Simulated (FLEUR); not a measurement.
Band structure of MgCu4Sn (F-43m, 6 atoms in the cell).

```yaml
crystal:
  lattice:
    - [0.00000, 3.45038, 3.45038]
    - [3.45038, 0.00000, 3.45038]
    - [3.45038, 3.45038, 0.00000]
  atoms:
    - { symbol: Mg, position: [0.75000, 0.75000, 0.75000] }
    - { symbol: Cu, position: [0.87350, 0.37550, 0.37550] }
    - { symbol: Cu, position: [0.37550, 0.37550, 0.87350] }
    - { symbol: Cu, position: [0.37550, 0.87350, 0.37550] }
    - { symbol: Cu, position: [0.37550, 0.37550, 0.37550] }
    - { symbol: Sn, position: [0.00000, 0.00000, 0.00000] }
```

Method: PBEsol, all-electron FLAPW (FLEUR), scalar-relativistic valence run with FLEUR.

Settings: Kmax = 3.8 1/bohr; GmaxXC = 11.4 1/bohr; xcFunctional = PBEs; jspins = 1; l_soc = F; mode = hist; fermiSmearingEnergy = 0.00367493 Htr; mesh (inpgen div1-3) = 9 9 9; inpgen gamma flag = false; Gmax = 11.4 1/bohr; numbands = 0; maxIterBroyd = 15; imix = Anderson; alpha = 0.05.

The starting cell comes from a database of computed structures (which also holds hypothetical and non-ambient phases and stackings), without a prior relaxation at this level. Its lattice was rescaled by a random factor within 2.5 % of one. Spin polarisation is off. Values depend on the basis (sphere radii, cutoffs, local orbitals), which need not be converged.

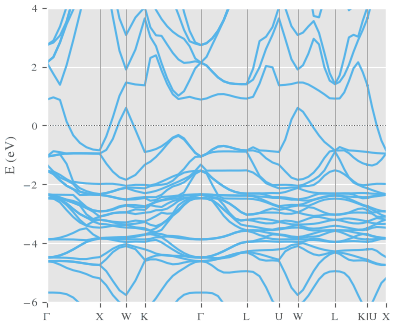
Fig. 1. Bands along the path, energies from the Fermi level.

Levels in eV from the Fermi level, bands 31 to 38:
```csv
point,31,32,33,34,35,36,37,38
Γ,-1.33,-1.06,-1.06,-1.06,0.88,2.14,2.14,2.14
X,-2.33,-1.99,-0.96,-0.96,-0.85,6.23,6.28,6.28
W,-2.11,-2.05,-1.85,0.60,1.46,1.90,3.07,6.40
K,-2.14,-2.02,-1.33,-0.90,1.36,3.64,4.02,4.80
L,-1.52,-0.89,-0.85,-0.85,0.91,1.40,1.40,5.51
U,-2.14,-2.02,-1.33,-0.90,1.36,3.64,4.02,4.80
```
